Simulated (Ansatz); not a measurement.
**GeHBr (triplet): B2PLYP, RPA-PBE over vertical spin and charge gaps, cc-pVDZ**

Aim: run GeHBr (triplet) with these functionals over vertical spin and charge gaps, and hold them against the top wave-function level at the same points.

Method: cc-pVDZ, all electrons in the functionals, frozen cores in the correlation of double hybrids and RPA; program: Ansatz 0.2.0, Gaussian basis.

The runs, in order: B2PLYP, RPA-PBE, at charge 0, triplet; charge 0, singlet; charge 0, quintet; charge 1, doublet; charge 1, quartet.

6 further runs of the same task are left out: 2 for a known fault of the program, 4 set aside as unsound or not needed.

## Step 1: The system

The geometry is a PBE0/def2-TZVP stationary point (not a proven minimum). No spin-orbit coupling is included. The filled d shell of Ge, Br may be among the frozen orbitals whatever the setting's name suggests; the logs give the count.

3 atoms, charge 0, spin multiplicity 3.

Atoms are counted from 1 here; the program's logs count them from 0.

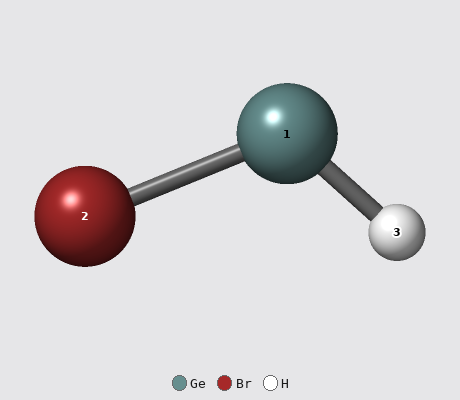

The geometry (germanium teal, bromine red, hydrogen white); atoms are numbered from 1 in the order of the file.

No dispersion term is added.

The geometry shown and the zero of energy belong to the point charge 0, triplet. The yardstick, UCCSDTQ, and other wave-function levels (R restricted, U unrestricted, valence and pair active spaces) come from earlier runs.

## Step 2: B2PLYP, charge 0, triplet

in.yaml reads:

```yaml
crystal:
  periodic: [false, false, false]
  atoms:
    - {symbol: Ge, position_ang: [0.000000, -0.482260, 0.527082]}
    - {symbol: Br, position_ang: [0.000000, -0.416051, -1.771802]}
    - {symbol: H, position_ang: [0.000000, 0.898312, 1.244719]}
basis:
  gaussian: {orbitals: cc-pVDZ}
magnetization: {spin_polarized: true, initial_magnetization: 2}
hamiltonian: {xc: {name: B2PLYP}}
correlation: {electrons: outside_noble_gas}
```

Command:

```console
$ ansatz run in.yaml --threads 1 --pin off --events-out ev --progress --plain --max-ram 4096MiB --backend cpu
```

Output:

```text
Functional definition: B2PLYP
  name "B2PLYP"
  cite "Grimme, J. Chem. Phys. 124, 034108 (2006) doi:10.1063/1.2148954"
  cite "Becke, Phys. Rev. A 38, 3098 (1988) doi:10.1103/PhysRevA.38.3098"
  cite "Lee, Yang & Parr, Phys. Rev. B 37, 785 (1988) doi:10.1103/PhysRevB.37.785"
  parameter a = 0.53
  parameter c = 0.27
  exchange = (1 - a)*b88_x + a*exact_x
  correlation = (1 - c)*lyp_c + c*(mp2_os + mp2_ss)
686 factors; integrals over basis functions are off by at most 1.2e-3 eV
mean field evaluation 1: about -126552.7803 eV, gradient 5.2e0 eV
mean field evaluation 2: about -126552.7819 eV, gradient 5.2e0 eV
mean field evaluation 4: about -126553.0937 eV, gradient 1.2e0 eV
mean field evaluation 8: about -126553.1158 eV, gradient 4.1e-2 eV
mean field evaluation 16: about -126553.1159 eV, gradient 9.1e-5 eV
mean field -126553.11587449 eV, -4650.7412276045 hartree, gradient 3.4e-6 eV, S^2 2.006255; 0 other end points of the search recorded, 0 dependent functions left out
28 core orbitals not correlated: weight in the atoms' cores, before any rotation towards them, 0.999 or more for the frozen orbitals, at most 0.001 for the correlated occupied ones
reference -126553.11599731 eV, -4650.7412321182 hartree; 7, 5 occupied and 24, 26 virtual orbitals, 686 factors
second order -5.96391061 eV of doubles, -0.00000000 eV of singles
Total energy: -126554.72625317 eV, -4650.8004079297 hartree
```

Run time: 2.7 s. Hardware: 1 thread of AMD EPYC 7R13, shared host.

From the report: ⟨S²⟩ of the determinant 2.006 (pure triplet: 2.00).

## Step 3: B2PLYP, charge 0, singlet

Edit in.yaml of step 2 so:

```diff
@@ -8,3 +8,3 @@
   gaussian: {orbitals: cc-pVDZ}
-magnetization: {spin_polarized: true, initial_magnetization: 2}
+magnetization: {spin_polarized: true, initial_magnetization: 0}
 hamiltonian: {xc: {name: B2PLYP}}
```

Launched as before.

Output (excerpt; [...] marks lines left out):

```text
Functional definition: B2PLYP
  name "B2PLYP"
  cite "Grimme, J. Chem. Phys. 124, 034108 (2006) doi:10.1063/1.2148954"
  cite "Becke, Phys. Rev. A 38, 3098 (1988) doi:10.1103/PhysRevA.38.3098"
  cite "Lee, Yang & Parr, Phys. Rev. B 37, 785 (1988) doi:10.1103/PhysRevB.37.785"
[...]
686 factors; integrals over basis functions are off by at most 1.2e-3 eV
[...]
mean field -126554.28055615 eV, -4650.7840288660 hartree, gradient 3.8e-6 eV, S^2 0.000000; 2 other end points of the search recorded, 0 dependent functions left out
28 core orbitals not correlated: weight in the atoms' cores, before any rotation towards them, 0.999 or more for the frozen orbitals, at most 0.001 for the correlated occupied ones
reference -126554.28067635 eV, -4650.7840332833 hartree; 6, 6 occupied and 25, 25 virtual orbitals, 686 factors
second order -6.48373433 eV of doubles, -0.00000000 eV of singles
Total energy: -126556.03128461 eV, -4650.8483669506 hartree
```

Wall time 3.7 s (1 thread of AMD EPYC 7R13, shared host).

From the report: ⟨S²⟩ of the determinant 0.000 (pure singlet: 0.00).

From charge 0, triplet: -30.1 kcal/mol.

## Step 4: B2PLYP, charge 0, quintet

Edit in.yaml of step 3 so:

```diff
@@ -8,3 +8,3 @@
   gaussian: {orbitals: cc-pVDZ}
-magnetization: {spin_polarized: true, initial_magnetization: 0}
+magnetization: {spin_polarized: true, initial_magnetization: 4}
 hamiltonian: {xc: {name: B2PLYP}}
```

Launched as before.

Output (excerpt; [...] marks lines left out):

```text
Functional definition: B2PLYP
  name "B2PLYP"
  cite "Grimme, J. Chem. Phys. 124, 034108 (2006) doi:10.1063/1.2148954"
  cite "Becke, Phys. Rev. A 38, 3098 (1988) doi:10.1103/PhysRevA.38.3098"
  cite "Lee, Yang & Parr, Phys. Rev. B 37, 785 (1988) doi:10.1103/PhysRevB.37.785"
[...]
686 factors; integrals over basis functions are off by at most 1.2e-3 eV
[...]
mean field -126546.90088308 eV, -4650.5128308830 hartree, gradient 9.5e-6 eV, S^2 6.006727; 4 other end points of the search recorded, 0 dependent functions left out
28 core orbitals not correlated: weight in the atoms' cores, before any rotation towards them, 0.998 or more for the frozen orbitals, at most 0.001 for the correlated occupied ones
reference -126546.90100177 eV, -4650.5128352448 hartree; 8, 4 occupied and 23, 27 virtual orbitals, 686 factors
second order -5.36087098 eV of doubles, -0.00000000 eV of singles
Total energy: -126548.34843694 eV, -4650.5660275060 hartree
```

Run time: 7.5 s. Hardware: 1 thread of AMD EPYC 7R13, shared host.

From the report: ⟨S²⟩ of the determinant 6.007 (pure quintet: 6.00).

From charge 0, triplet: +147.1 kcal/mol.

## Step 5: B2PLYP, charge 1, doublet

Edit in.yaml of step 4 so:

```diff
@@ -8,3 +8,4 @@
   gaussian: {orbitals: cc-pVDZ}
-magnetization: {spin_polarized: true, initial_magnetization: 4}
+total_charge: 1
+magnetization: {spin_polarized: true, initial_magnetization: 1}
 hamiltonian: {xc: {name: B2PLYP}}
```

Launched as before.

Output (excerpt; [...] marks lines left out):

```text
Functional definition: B2PLYP
  name "B2PLYP"
  cite "Grimme, J. Chem. Phys. 124, 034108 (2006) doi:10.1063/1.2148954"
  cite "Becke, Phys. Rev. A 38, 3098 (1988) doi:10.1103/PhysRevA.38.3098"
  cite "Lee, Yang & Parr, Phys. Rev. B 37, 785 (1988) doi:10.1103/PhysRevB.37.785"
[...]
686 factors; integrals over basis functions are off by at most 1.2e-3 eV
[...]
mean field -126545.68216547 eV, -4650.4680438369 hartree, gradient 4.4e-6 eV, S^2 0.762543; 1 other end points of the search recorded, 0 dependent functions left out
28 core orbitals not correlated: weight in the atoms' cores, before any rotation towards them, 0.999 or more for the frozen orbitals, at most 0.001 for the correlated occupied ones
reference -126545.68228644 eV, -4650.4680482826 hartree; 6, 5 occupied and 25, 26 virtual orbitals, 686 factors
second order -6.06063718 eV of doubles, -0.00000000 eV of singles
Total energy: -126547.31865848 eV, -4650.5281838458 hartree
```

It took 3.3 s on 1 thread of AMD EPYC 7R13, shared host.

From the report: ⟨S²⟩ of the determinant 0.763 (pure doublet: 0.75).

From charge 0, triplet: +170.8 kcal/mol.

## Step 6: B2PLYP, charge 1, quartet

Edit in.yaml of step 5 so:

```diff
@@ -9,3 +9,3 @@
 total_charge: 1
-magnetization: {spin_polarized: true, initial_magnetization: 1}
+magnetization: {spin_polarized: true, initial_magnetization: 3}
 hamiltonian: {xc: {name: B2PLYP}}
```

Launched as before.

Output (excerpt; [...] marks lines left out):

```text
Functional definition: B2PLYP
  name "B2PLYP"
  cite "Grimme, J. Chem. Phys. 124, 034108 (2006) doi:10.1063/1.2148954"
  cite "Becke, Phys. Rev. A 38, 3098 (1988) doi:10.1103/PhysRevA.38.3098"
  cite "Lee, Yang & Parr, Phys. Rev. B 37, 785 (1988) doi:10.1103/PhysRevB.37.785"
[...]
686 factors; integrals over basis functions are off by at most 1.2e-3 eV
[...]
mean field -126542.33075459 eV, -4650.3448817587 hartree, gradient 2.3e-8 eV, S^2 3.758650; 5 other end points of the search recorded, 0 dependent functions left out
28 core orbitals not correlated: weight in the atoms' cores, before any rotation towards them, 0.998 or more for the frozen orbitals, at most 0.001 for the correlated occupied ones
reference -126542.33088070 eV, -4650.3448863930 hartree; 7, 4 occupied and 24, 27 virtual orbitals, 686 factors
second order -4.89095953 eV of doubles, -0.00000000 eV of singles
Total energy: -126543.65143977 eV, -4650.3934160439 hartree
```

Run time: 10 s. Hardware: 1 thread of AMD EPYC 7R13, shared host.

From the report: ⟨S²⟩ of the determinant 3.759 (pure quartet: 3.75).

From charge 0, triplet: +255.4 kcal/mol.

## Step 7: RPA-PBE, charge 0, triplet

in.yaml reads:

```yaml
crystal:
  periodic: [false, false, false]
  atoms:
    - {symbol: Ge, position_ang: [0.000000, -0.482260, 0.527082]}
    - {symbol: Br, position_ang: [0.000000, -0.416051, -1.771802]}
    - {symbol: H, position_ang: [0.000000, 0.898312, 1.244719]}
basis:
  gaussian: {orbitals: cc-pVDZ}
magnetization: {spin_polarized: true, initial_magnetization: 2}
hamiltonian: {xc: {name: PBE}}
correlation: {method: rpa, electrons: outside_noble_gas}
```

Same command.

Output (excerpt; [...] marks lines left out):

```text
Functional definition: PBE
  name "PBE"
  cite "Perdew, Burke & Ernzerhof, Phys. Rev. Lett. 77, 3865 (1996) doi:10.1103/PhysRevLett.77.3865"
  parent pbe
[...]
686 factors; integrals over basis functions are off by at most 1.2e-3 eV
[...]
mean field -126558.84329340 eV, -4650.9517063675 hartree, gradient 6.0e-6 eV, S^2 2.002377; 0 other end points of the search recorded, 0 dependent functions left out
28 core orbitals not correlated: weight in the atoms' cores, before any rotation towards them, 0.998 or more for the frozen orbitals, at most 0.001 for the correlated occupied ones
reference -126485.26091830 eV, -4648.2476039585 hartree; 7, 5 occupied and 24, 26 virtual orbitals, 686 factors
Total energy: -126493.97033134 eV, -4648.5676689842 hartree
```

It took 2 s on 1 thread of AMD EPYC 7R13, shared host.

From the report: ⟨S²⟩ of the determinant 2.002 (pure triplet: 2.00).

## Step 8: RPA-PBE, charge 0, singlet

Edit in.yaml of step 7 so:

```diff
@@ -8,3 +8,3 @@
   gaussian: {orbitals: cc-pVDZ}
-magnetization: {spin_polarized: true, initial_magnetization: 2}
+magnetization: {spin_polarized: true, initial_magnetization: 0}
 hamiltonian: {xc: {name: PBE}}
```

The command is unchanged.

Output (excerpt; [...] marks lines left out):

```text
Functional definition: PBE
  name "PBE"
  cite "Perdew, Burke & Ernzerhof, Phys. Rev. Lett. 77, 3865 (1996) doi:10.1103/PhysRevLett.77.3865"
  parent pbe
[...]
686 factors; integrals over basis functions are off by at most 1.2e-3 eV
[...]
mean field -126560.10859030 eV, -4650.9982051707 hartree, gradient 3.4e-6 eV, S^2 0.000000; 2 other end points of the search recorded, 0 dependent functions left out
28 core orbitals not correlated: weight in the atoms' cores, before any rotation towards them, 0.998 or more for the frozen orbitals, at most 0.001 for the correlated occupied ones
reference -126486.01988300 eV, -4648.2754953968 hartree; 6, 6 occupied and 25, 25 virtual orbitals, 686 factors
Total energy: -126495.29268873 eV, -4648.6162647221 hartree
```

Wall time 2.4 s (1 thread of AMD EPYC 7R13, shared host).

From the report: ⟨S²⟩ of the determinant 0.000 (pure singlet: 0.00).

From charge 0, triplet: -30.5 kcal/mol.

## Step 9: RPA-PBE, charge 0, quintet

Edit in.yaml of step 8 so:

```diff
@@ -8,3 +8,3 @@
   gaussian: {orbitals: cc-pVDZ}
-magnetization: {spin_polarized: true, initial_magnetization: 0}
+magnetization: {spin_polarized: true, initial_magnetization: 4}
 hamiltonian: {xc: {name: PBE}}
```

The command is unchanged.

Output (excerpt; [...] marks lines left out):

```text
Functional definition: PBE
  name "PBE"
  cite "Perdew, Burke & Ernzerhof, Phys. Rev. Lett. 77, 3865 (1996) doi:10.1103/PhysRevLett.77.3865"
  parent pbe
[...]
686 factors; integrals over basis functions are off by at most 1.2e-3 eV
[...]
mean field -126552.62243649 eV, -4650.7230940926 hartree, gradient 2.6e-6 eV, S^2 6.002064; 10 other end points of the search recorded, 0 dependent functions left out
28 core orbitals not correlated: weight in the atoms' cores, before any rotation towards them, 0.997 or more for the frozen orbitals, at most 0.002 for the correlated occupied ones
reference -126479.31957008 eV, -4648.0292634384 hartree; 8, 4 occupied and 23, 27 virtual orbitals, 686 factors
Total energy: -126487.82634771 eV, -4648.3418817504 hartree
```

It took 8 s on 1 thread of AMD EPYC 7R13, shared host.

From the report: ⟨S²⟩ of the determinant 6.002 (pure quintet: 6.00).

From charge 0, triplet: +141.7 kcal/mol.

## Step 10: RPA-PBE, charge 1, doublet

Edit in.yaml of step 9 so:

```diff
@@ -8,3 +8,4 @@
   gaussian: {orbitals: cc-pVDZ}
-magnetization: {spin_polarized: true, initial_magnetization: 4}
+total_charge: 1
+magnetization: {spin_polarized: true, initial_magnetization: 1}
 hamiltonian: {xc: {name: PBE}}
```

Same command.

Output (excerpt; [...] marks lines left out):

```text
Functional definition: PBE
  name "PBE"
  cite "Perdew, Burke & Ernzerhof, Phys. Rev. Lett. 77, 3865 (1996) doi:10.1103/PhysRevLett.77.3865"
  parent pbe
[...]
686 factors; integrals over basis functions are off by at most 1.2e-3 eV
[...]
mean field -126551.43132775 eV, -4650.6793216539 hartree, gradient 7.0e-6 eV, S^2 0.753417; 3 other end points of the search recorded, 0 dependent functions left out
28 core orbitals not correlated: weight in the atoms' cores, before any rotation towards them, 0.998 or more for the frozen orbitals, at most 0.001 for the correlated occupied ones
reference -126477.73642618 eV, -4647.9710839733 hartree; 6, 5 occupied and 25, 26 virtual orbitals, 686 factors
Total energy: -126486.59966981 eV, -4648.2968021690 hartree
```

It took 3.5 s on 1 thread of AMD EPYC 7R13, shared host.

From the report: ⟨S²⟩ of the determinant 0.753 (pure doublet: 0.75).

From charge 0, triplet: +170.0 kcal/mol.

## Step 11: RPA-PBE, charge 1, quartet

Edit in.yaml of step 10 so:

```diff
@@ -9,3 +9,3 @@
 total_charge: 1
-magnetization: {spin_polarized: true, initial_magnetization: 1}
+magnetization: {spin_polarized: true, initial_magnetization: 3}
 hamiltonian: {xc: {name: PBE}}
```

Same command.

Output (excerpt; [...] marks lines left out):

```text
Functional definition: PBE
  name "PBE"
  cite "Perdew, Burke & Ernzerhof, Phys. Rev. Lett. 77, 3865 (1996) doi:10.1103/PhysRevLett.77.3865"
  parent pbe
[...]
686 factors; integrals over basis functions are off by at most 1.2e-3 eV
[...]
mean field -126547.63474805 eV, -4650.5397999232 hartree, gradient 2.6e-6 eV, S^2 3.753040; 10 other end points of the search recorded, 0 dependent functions left out
28 core orbitals not correlated: weight in the atoms' cores, before any rotation towards them, 0.997 or more for the frozen orbitals, at most 0.002 for the correlated occupied ones
reference -126475.25222737 eV, -4647.8797913508 hartree; 7, 4 occupied and 24, 27 virtual orbitals, 686 factors
Total energy: -126483.14166442 eV, -4648.1697228146 hartree
```

Wall time 10 s (1 thread of AMD EPYC 7R13, shared host).

From the report: ⟨S²⟩ of the determinant 3.753 (pure quartet: 3.75).

From charge 0, triplet: +249.7 kcal/mol.

## Step 12: The comparison

The yardstick is UCCSDTQ, where the cluster series has nearly closed. It comes from earlier runs at the same points. Energies in kcal/mol, counted from charge 0, triplet; blanks weren't run or aren't comparable.

```
  level  triplet to singlet  triplet to quintet  ionisation to the doublet cation  ionisation to the quartet cation
UCCSDTQ               -28.0               144.3                             169.9                             250.4
 B2PLYP               -30.1               147.1                             170.8                             255.4
RPA-PBE               -30.5               141.7                             170.0                             249.7
```

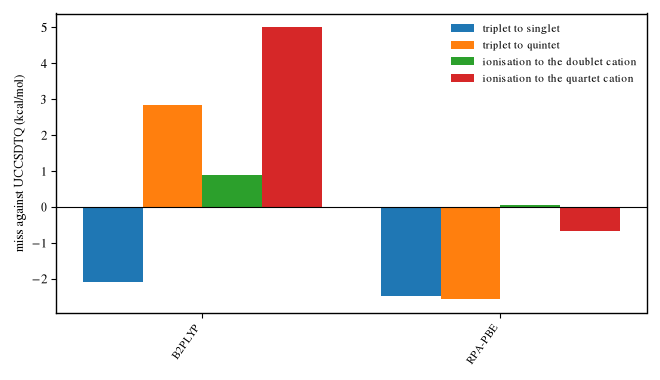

Misses of the gaps against UCCSDTQ.

Largest miss and mean time a point (UCCSDTQ took 84 s a point; shared hosts):

```csv
level,largest miss (kcal/mol),where,time a point
B2PLYP,+5.0,ionisation to the quartet cation,5.5 s
RPA-PBE,-2.6,triplet to quintet,5.2 s
```

## Step 13: Summary of results

| quantity | value |
| --- | --- |
| triplet to singlet, UCCSDTQ | -28.0 kcal/mol |
| triplet to quintet, UCCSDTQ | 144.3 kcal/mol |
| ionisation to the doublet cation, UCCSDTQ | 169.9 kcal/mol |
| ionisation to the quartet cation, UCCSDTQ | 250.4 kcal/mol |
| largest miss, B2PLYP | +5.0 kcal/mol (ionisation to the quartet cation) |
| largest miss, RPA-PBE | -2.6 kcal/mol (triplet to quintet) |

**Reading.** Of the functionals, RPA-PBE keep the smallest largest miss at the points compared (at most 2.6 kcal/mol) and B2PLYP strays most (5.0 kcal/mol, at ionisation to the quartet cation). Functionals and the yardstick converge differently with the basis, so part of each miss in cc-pVDZ is the basis.
